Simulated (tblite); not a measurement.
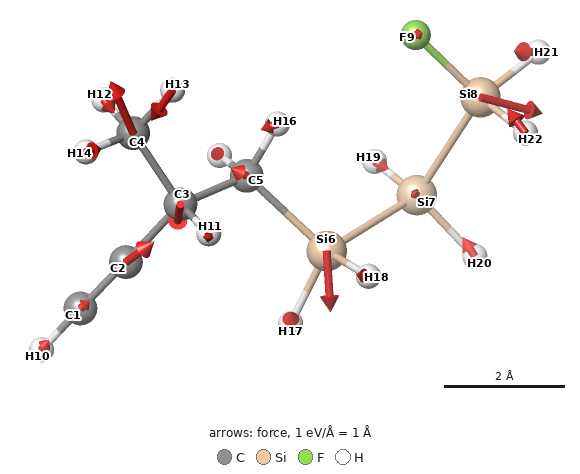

Starting geometry of C₅H₁₃FSi₃ with the computed forces as red arrows. The picture is a ball-and-stick view, seen at a tilt.

Level of theory: GFN2-xTB geometry optimisation, gas phase (tblite). 

> What follows when this structure is relaxed?

It isn't relaxed: the largest force vector, on a Si atom, is 1.25 eV/Å. The final displacements have little in common with the starting forces (cosine between the two patterns 0.22). The largest move after the best rigid fit is that of an H atom, 0.43 Å. Largest moves by element: H 0.43 Å, Si 0.21 Å, F 0.18 Å, C 0.09 Å. Some distances before and after: H–Si 1.496 → 1.461 Å, C–C 1.483 → 1.452 Å, Si–Si 2.297 → 2.324 Å, C–H 1.114 → 1.088 Å. Bond angles that change, for instance: Si–Si–Si 104.5° → 116.4°, Si–Si–H 110.6° → 119.8°, F–Si–H 108.5° → 102.0°. Over 89 geometry steps the energy falls by 25.9 kJ/mol. The run took 0.89 s on 1 thread of Arm Neoverse V2, with other jobs on the host.
